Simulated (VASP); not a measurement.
Band structure of SiS₂ (space group I-42d). Method: r2SCAN meta-GGA, VASP's PBE PAW potentials (set 64) (plane waves; VASP).

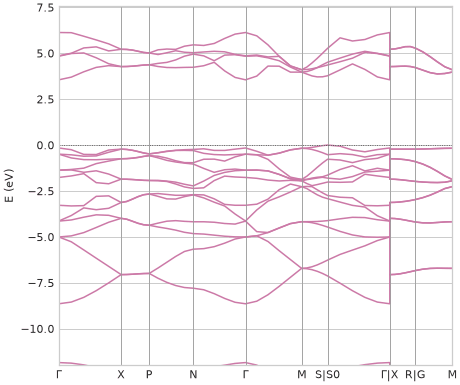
Figure: Bands along high-symmetry lines, zero at the valence-band maximum or, without a gap, the Fermi level

**Question.** Read the plot: is there a gap, and where are the band edges?

**Answer.** The gap is indirect, 3.55 eV, from the valence maximum at (-0.33, 0.33, 0.33) to the conduction minimum at Γ.

The structure comes from a computed database's SiS2 entry (I-42d); how it stands against other phases isn't given here. It was relaxed first.
